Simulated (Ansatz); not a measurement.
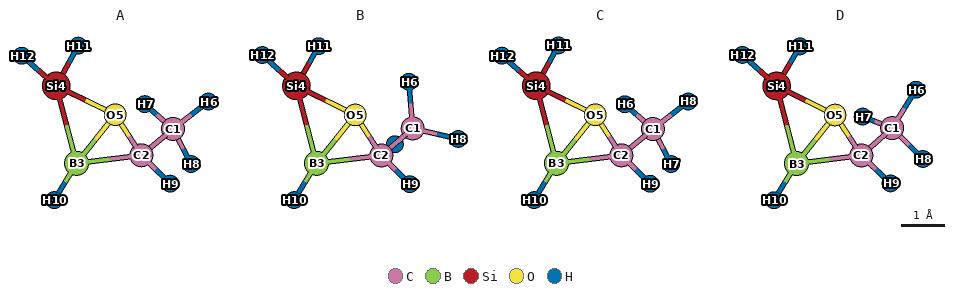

4 geometries from a converged minimum-energy path of C$_{2}$H$_{7}$BOSi, shuffled. Style: ball-and-stick. Shown at a tilt.

Computed with RKS B3LYP-D4/STO-3G in Ansatz. Settings: 5 movable images; climbing image; force threshold 0.05 eV/Å; iteration limit 49; starting path by image-dependent pair potential.

**Which frame is the transition state?**

B. In order along the path, whose images run from 0 to 6: C (image 0, 0.000 eV), B (image 3, +0.066 eV), D (image 5, +0.014 eV), A (image 6, 0.000 eV). The motion is a rotation about the C1–C2 bond by about 120°. No bond forms or breaks between the ends. Among the angles between lasting bonds that change up to the highest image: C2–C1–H7 107.8° → 110.7°.

Limits of the set-up: STO-3G is a minimal basis, so the numbers are rough.
